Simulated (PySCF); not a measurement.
# C$_{2}$H$_{7}$NSSi (SMILES CC(=S)[SiH2][NH2+]) (charge +1, doublet): what the fields show

```xyz
12

C    -1.5748    0.4186    0.3921
C    -0.8328   -0.8406    0.3403
S    -1.2879   -2.3074    0.7423
Si    1.0666   -0.6657   -0.4091
N     1.6060    0.8553    0.1167
H    -1.0632    1.1162    1.0577
H    -1.5870    0.8904   -0.5917
H    -2.5976    0.2738    0.7377
H     1.7856   -1.7530    0.2260
H     0.7327   -0.6751   -1.8265
H     1.5369    1.7025   -0.4272
H     2.2168    0.9841    0.9099
```

Geometry: GFN2-xTB.

Computed with PySCF, UKS B3LYP, pcH-1 on C H N S Si, non-relativistic, mean-field spin-orbit, GIAO.

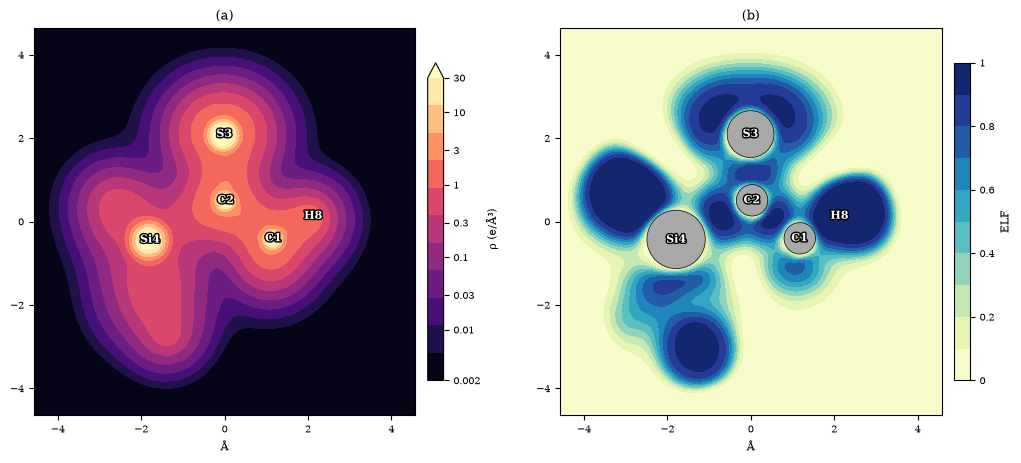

Figure 1. (a) total electron density; (b) electron localisation function on the plane of atoms C1, C2 and S3. Grey discs cover the atomic cores in the ELF map.

### What does the map show?

- The plane passes through C, S, Si and H nuclei.
- C–C (1.46 Å): ρ at the midpoint is about 1.7 e/Å³; the ELF peaks at about 0.95 between the atoms; a shared electron pair.
- C–S (1.59 Å): ρ is about 1.7 e/Å³ halfway; the ELF peaks at about 0.90 between the atoms: localised, covalent bonding.
- C–Si (2.05 Å): ρ at the midpoint is about 0.68 e/Å³; the ELF peaks at about 0.95 between the atoms (a covalent bond).
- C–H (1.09 Å): ρ is about 1.9 e/Å³ halfway; the ELF climbs to about 1 towards the hydrogen, as it does in any bond to H (an ordinary covalent bond to hydrogen).
- The ELF also peaks beside S3, away from the bonds: non-bonding electrons, paired or unpaired.

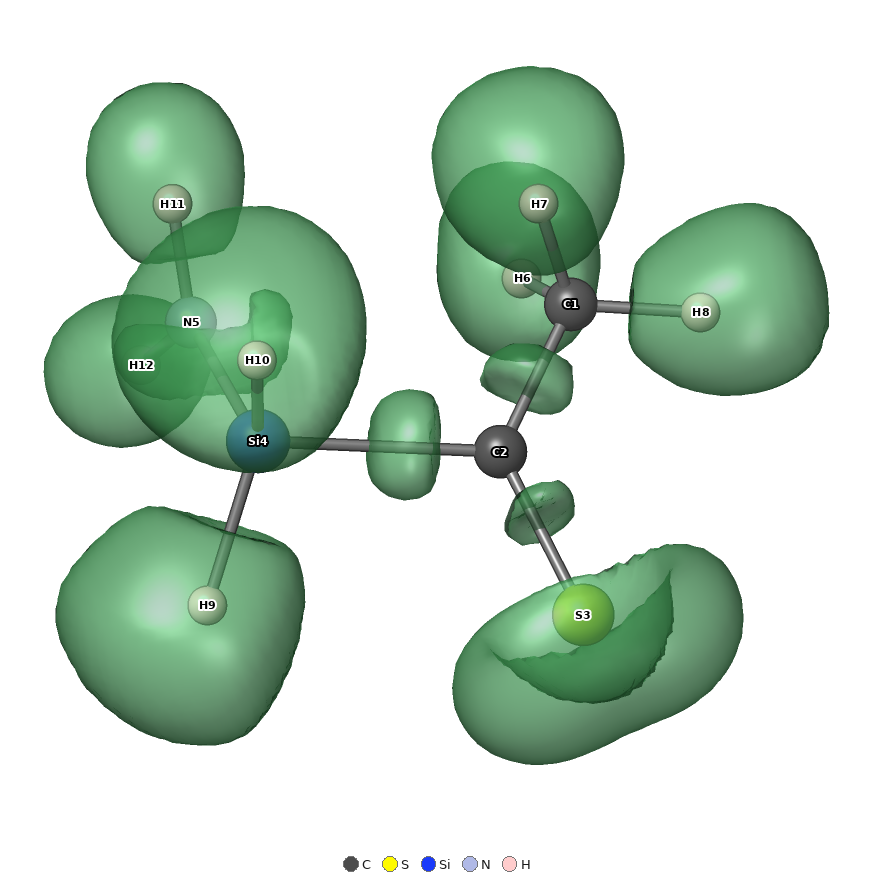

Figure 2. Isosurface of the electron localisation function at 0.85 (green), seen at a tilt. Core shells and regions of very low density are left out.

### Identify the bonds, lone pairs and shells in this picture.

The ELF exceeds this value in one region between bonded C–C atoms (shared pairs), one region between bonded C–S atoms (shared pairs), one region between bonded C–Si atoms (shared pairs), one region between bonded N–Si atoms (shared pairs), seven regions around hydrogen nuclei and one ring or bowl of non-bonding electrons around S.
